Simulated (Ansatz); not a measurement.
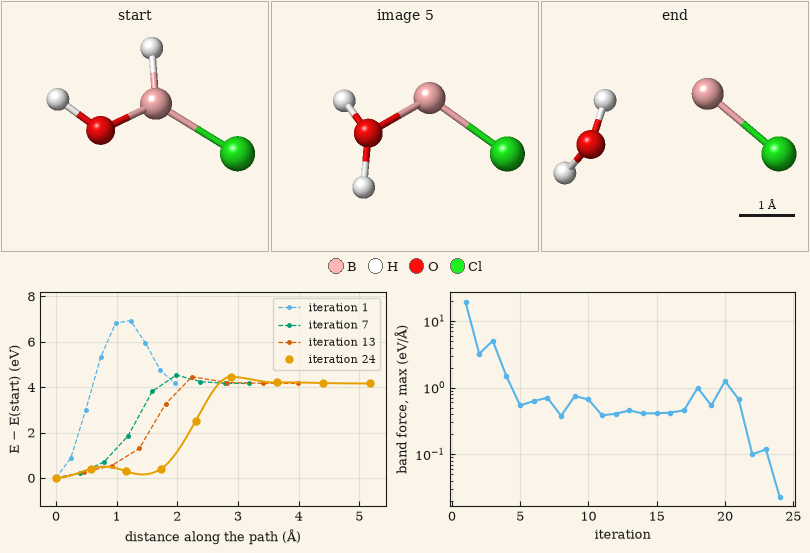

A nudged-elastic-band calculation for BH₂OCl. Images are numbered from 0 (start) to 8 (end). The plot follows the band through its iterations. A ball-and-stick model, seen from a free direction.

These are results of Ansatz, RKS PBE-D4/def2-TZVP, not measurements. Run with 7 movable images; climbing image; force threshold 0.03 eV/Å; iteration limit 60; starting path by straight interpolation.

Question: How did the profile develop, and is the result final?

Answer: The run is converged, with reservations. The band converged in 24 iterations. The largest component of the band force went from 19 to 0.023 eV/Å. The climbing image converged on the top of the path. Its curvatures weren't checked. The straight starting path can push atoms close together and costs iterations. The first iteration put the highest image at 6.93 eV. The highest point, image 5, lies 4.46 eV above the start and 0.29 eV above the end; the end is at +4.16 eV relative to the start.
